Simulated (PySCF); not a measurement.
SMILES C[SiH](C)CB(O)O (C3H11BO2Si) at its GFN2-xTB optimised geometry (Å):

```
18

Si    -0.9244     0.8382     1.7542
C     -1.9650     2.4323     1.6974
C     -1.7046    -0.4081     2.9580
C     -0.8201     0.0934     0.0000
B      0.0440    -1.2306     0.0000
O     -0.5743    -2.4310     0.0556
O      1.4109    -1.2306     0.0000
H      0.4377     1.1868     2.2237
H     -2.0377     2.8797     2.6834
H     -1.5295     3.1734     1.0343
H     -2.9761     2.2383     1.3514
H     -2.7258    -0.6447     2.6722
H     -1.1466    -1.3391     2.9610
H     -1.7270    -0.0277     3.9750
H     -0.3963     0.8397    -0.6720
H     -1.8285    -0.1143    -0.3518
H      0.0307    -3.1734     0.0856
H      1.8285    -0.3723    -0.0232
```

Computed with CAM-B3LYP/def2-SVP (PySCF 2.14.0).

Map of the electrostatic potential (hartree/e), clipped to [-0.08, 0.12] on the plane z = 0.8 Å:

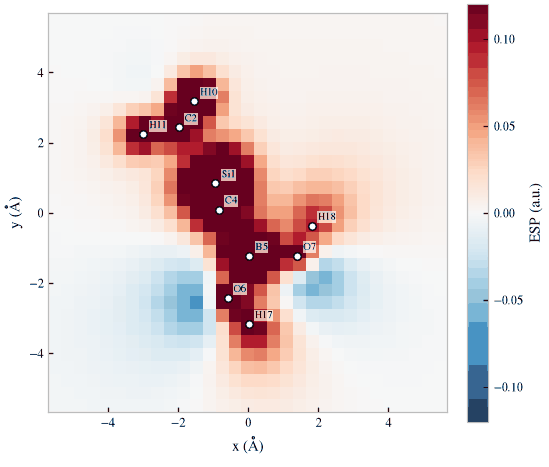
*Electrostatic potential (hartree/e), clipped to [-0.08, 0.12] on the plane z = 0.8 Å.*
